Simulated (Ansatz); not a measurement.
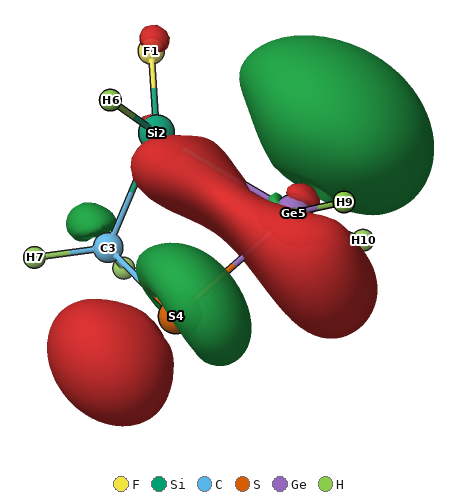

The picture shows: CH5FGeSSi (SMILES F[SiH]1C[S][GeH2]1). The LUMO at ±0.1 Å⁻³ᐟ² (green and red are the two phases), seen at a tilt.

Geometry: PBE0-D4/def2-TZVP.

Theory: Ansatz 0.2.0, RKS PBE0-D4/def2-TZVPP.

```json
{"atom": "F", "x (Å)": "-2.4909", "y (Å)": "-0.1709", "z (Å)": "-0.1391"}
{"atom": "Si", "x (Å)": "-1.0042", "y (Å)": "0.0321", "z (Å)": "0.4226"}
{"atom": "C", "x (Å)": "0.1865", "y (Å)": "-1.3925", "z (Å)": "0.1795"}
{"atom": "S", "x (Å)": "1.7135", "y (Å)": "-0.3730", "z (Å)": "0.2993"}
{"atom": "Ge", "x (Å)": "0.6153", "y (Å)": "1.3843", "z (Å)": "-0.6165"}
{"atom": "H", "x (Å)": "-1.1098", "y (Å)": "0.3747", "z (Å)": "1.8610"}
{"atom": "H", "x (Å)": "0.1892", "y (Å)": "-2.1437", "z (Å)": "0.9705"}
{"atom": "H", "x (Å)": "0.1273", "y (Å)": "-1.8885", "z (Å)": "-0.7897"}
{"atom": "H", "x (Å)": "1.0937", "y (Å)": "2.7228", "z (Å)": "-0.0360"}
{"atom": "H", "x (Å)": "0.7626", "y (Å)": "1.4033", "z (Å)": "-2.1488"}
```

Describe this orbital and give its energy.

Answer. By Hirshfeld shares it lies mainly on Ge5 (about 45 %), S4 (about 25 %) and Si2 (about 10 %). Its energy is −0.55 eV.
